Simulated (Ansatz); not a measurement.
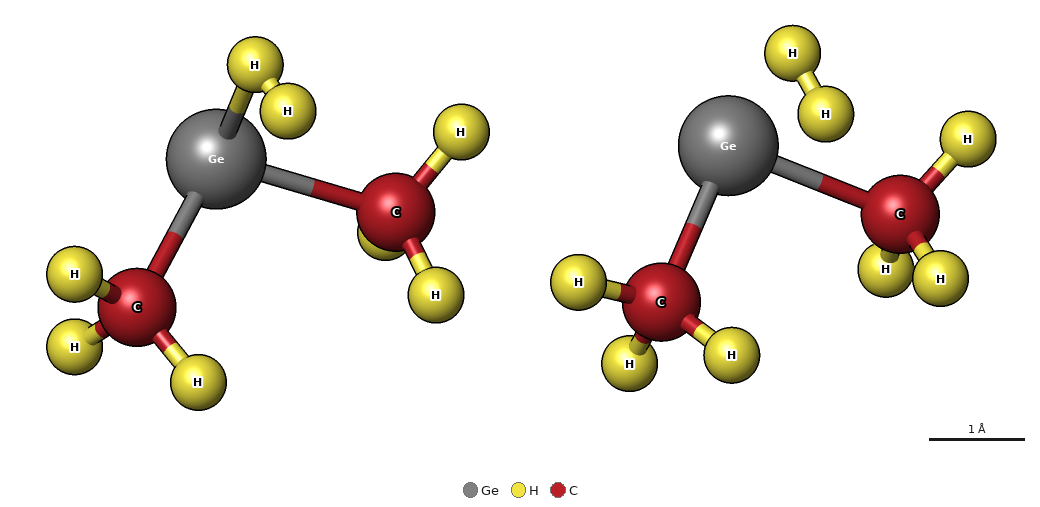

Two geometries of C2H8Ge (started from a transition state, displaced along its imaginary mode), drawn at one scale. One is the start of a relaxation, the other its converged end. Style: ball-and-stick. Shown at a tilt.

Level of theory: RKS PBE0-D4/def2-TZVP in Ansatz 0.2.0. Settings: force threshold 0.005 eV/Å; at most 200 steps.

Q: Which of the two is the end point?

A: The right one is the relaxed one. Over 10 accepted moves (11 points after the start) the energy falls by 0.439 eV. Largest force component: 3.9 eV/Å at the start, 0.0019 eV/Å at the end. The line search rejected the trial step at point 9 of the run. The largest move after the best rigid fit is that of an H atom, 0.47 Å. By element the largest moves are H 0.47 Å, Ge 0.17 Å, C 0.17 Å. Among the contacts that change: Ge–H 1.800 → 2.258 Å, Ge–H 1.972 → 2.390 Å, H–H 0.674 → 0.760 Å, C–Ge 2.028 → 2.002 Å. Bond angles that change, for instance: C–Ge–C 106.6° → 97.1°, Ge–C–H 118.7° → 114.7°, Ge–C–H 101.0° → 104.9°. Groups turn about C–Ge by about 20°, C–Ge by about 20°.
